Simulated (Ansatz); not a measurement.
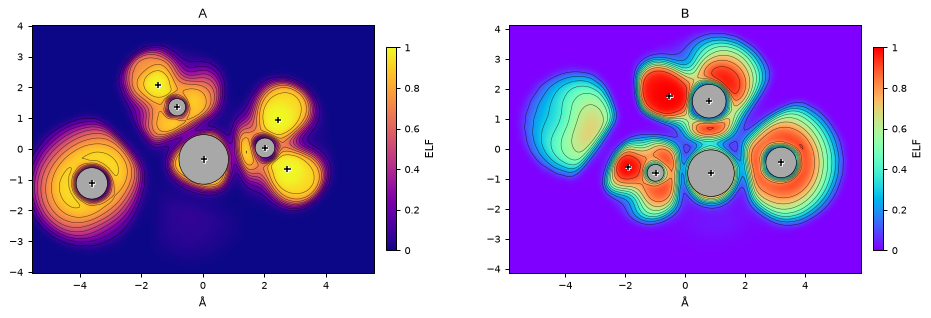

The electron localisation function of 2 systems, each on a plane through atoms (crosses mark nuclei in the plane; grey discs cover the cores).

All numbers below come from RHF/def2-SVP in Ansatz.

System 1: Cl3H2OSTa···HCl, the plane of atoms Cl3, Ta1 and S8. Core potentials replace the inner electrons of Ta.

| atom | x (Å) | y (Å) | z (Å) |
| --- | --- | --- | --- |
| Ta | -1.0421 | -0.4831 | 0.5952 |
| Cl | 3.4473 | -1.2177 | -1.5782 |
| Cl | -2.3381 | -0.4262 | 2.5757 |
| O | 0.1652 | -0.6841 | -0.7905 |
| H | 0.9069 | -0.8401 | -1.3562 |
| Cl | -0.6172 | 1.7993 | 0.7570 |
| Cl | -2.8436 | -1.2192 | -0.6653 |
| S | 0.2621 | -2.0593 | 1.8568 |
| H | 1.1948 | -2.3338 | 0.9414 |
| H | 3.7911 | -0.1827 | -0.9196 |

System 2: BrH5N2OZr···HCl, the plane of atoms Zr1, N8 and H9. Core potentials replace the inner electrons of Zr; not at a stationary point (largest force 1.4 eV/Å).

```xyz
12

Zr   -0.6786   -0.4587   -0.1816
Cl    0.3264    1.5696    2.7718
O     1.1751   -0.8555    0.0912
H     2.0852   -0.8236    0.3275
N    -1.0394    1.4682   -0.7256
H    -1.5333    1.7733   -1.5474
H    -0.7053    2.2816   -0.2327
N    -1.2843   -1.6084   -1.7343
H    -2.2301   -1.6939   -2.0667
H    -0.7068   -2.2533   -2.2468
Br   -2.2167   -1.1194    1.9186
H    -0.6518    0.7679    3.1644
```

> Which map belongs to which system?

Panel A is system 2, BrH5N2OZr···HCl: the plane holds Zr, Cl, O, H and N. Zr1···Cl2 (3.72 Å): the ELF dips to about 0 between them. Panel B is system 1, Cl3H2OSTa···HCl: the plane holds Ta, Cl, O, H and S. Ta–O (1.85 Å): the ELF peaks at about 0.80 in the valence shell of O, 0.5 Å from its nucleus, and drops to about 0.20 between the two atoms.
